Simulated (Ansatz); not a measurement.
Input

```
crystal:
  periodic: [false, false, false]
  atoms:
    - symbol: C
      position_ang: [1.106609, -1.407892, -1.547893]
    - symbol: C
      position_ang: [0.281735, -0.348841, -0.804588]
    - symbol: Al
      position_ang: [-1.462616, -0.927653, -0.001757]
    - symbol: O
      position_ang: [-2.312167, 0.337214, 0.816227]
    - symbol: H
      position_ang: [0.554283, -1.832230, -2.394873]
    - symbol: H
      position_ang: [2.039694, -0.987726, -1.946919]
    - symbol: H
      position_ang: [1.381740, -2.242551, -0.892033]
    - symbol: H
      position_ang: [0.033054, 0.492312, -1.468892]
    - symbol: H
      position_ang: [0.857074, 0.084011, 0.027455]
    - symbol: H
      position_ang: [-3.163396, 0.160373, 1.237051]
basis:
  gaussian:
    orbitals: def2-TZVPD
magnetization:
  spin_polarized: true
  initial_magnetization: 1
hamiltonian:
  xc: {name: PBE0}
output: {forces: true, orbitals: {seedname: orbitals}}
```

Command:

```sh
ansatz run input.yaml --threads 1 --pin off --max-ram 2610MiB --events-out events.jsonl --progress --plain --runs-dir runs
```

Geometry: B3LYP/6-31G*.

Theory: isolated molecule in a Gaussian basis; Kohn-Sham density functional theory, functional PBE0 (Ansatz).

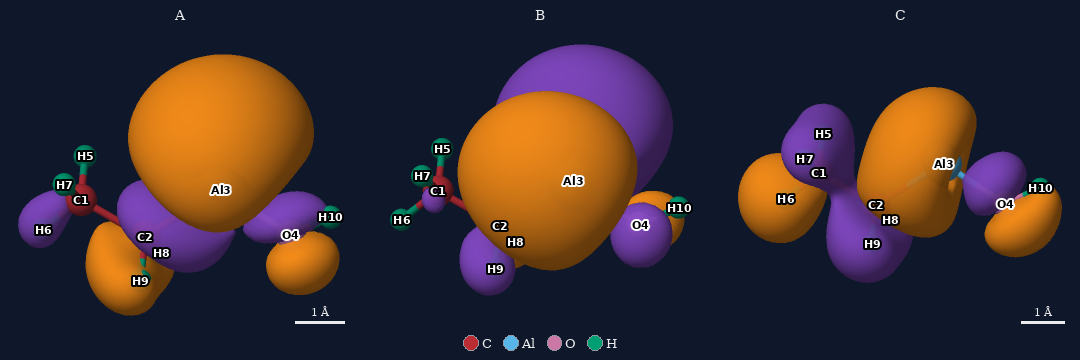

C$_{2}$H$_{6}$AlO (SMILES C[CH2][Al][OH]) (doublet). Three frontier orbitals at ±0.06 Å⁻³ᐟ² (orange and purple are the two phases), in no order.

**Which picture is the HOMO−1, the HOMO and the LUMO? All are α orbitals.**

C is the HOMO−1 (α) (−8.41 eV). By Hirshfeld shares it lies mainly on C2 (about 30 %), Al3 (about 25 %), C1 (about 10 %), O4 (about 10 %) and H6 (about 10 %). A is the HOMO (α) (−5.36 eV). By Hirshfeld shares it lies mainly on Al3 (about 70 %), C2 (about 15 %) and O4 (about 10 %). B is the LUMO (α) (−1.07 eV). By Hirshfeld shares it lies mainly on Al3 (about 80 %).

**What is the gap between the highest occupied and lowest empty α orbitals?**

4.29 eV between the orbital energies.
